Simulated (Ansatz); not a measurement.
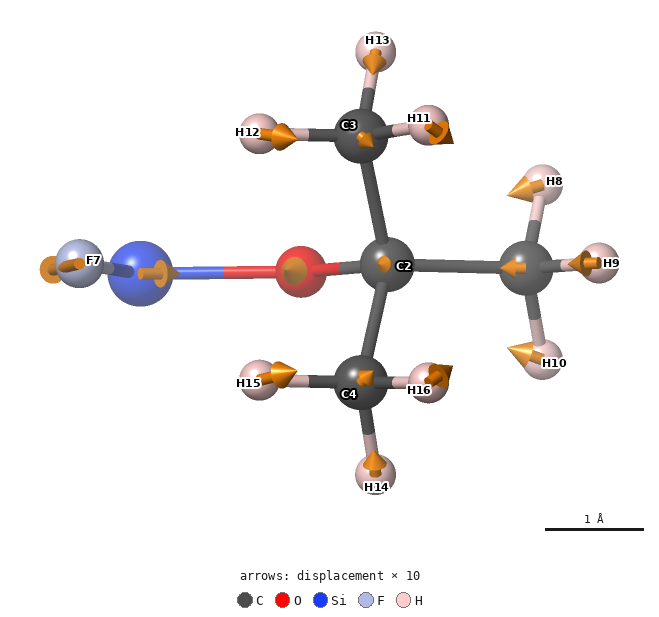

This is a relaxation of C4H9FOSi. The starting structure is drawn; orange arrows show the displacements, 10 times their true length. The two geometries are superimposed by the best rigid fit.

A ball-and-stick model, seen face on.

The start comes from PBE-D4/def2-SVP.

Level of theory: RKS PBE0-D4/def2-TZVP (Ansatz 0.2.0). Settings: force threshold 0.005 eV/Å; at most 150 steps.

Atoms of which element are displaced furthest, and by how much?

Answer. Fluorine: up to 0.12 Å, against 0.05 Å for hydrogen.

What did the optimiser do to the structure, and how much energy did it gain?

Answer. The atom that moves furthest after the best rigid fit is the F atom (0.12 Å). Largest moves by element: F 0.12 Å, H 0.05 Å, Si 0.05 Å, O 0.04 Å, C 0.03 Å. Near-neighbour distances that change, for instance: F–Si 1.674 → 1.626 Å, O–Si 1.666 → 1.621 Å, C–O 1.457 → 1.439 Å, C–H 1.107 → 1.091 Å. Among the angles between lasting bonds that change: C–O–Si 136.3° → 139.8°. Over 6 accepted moves (7 points after the start) the energy falls by 2.72 kcal/mol. The largest force component goes from 1.2 to 0.0036 eV/Å. The line search rejected the trial step at point 6 of the run.
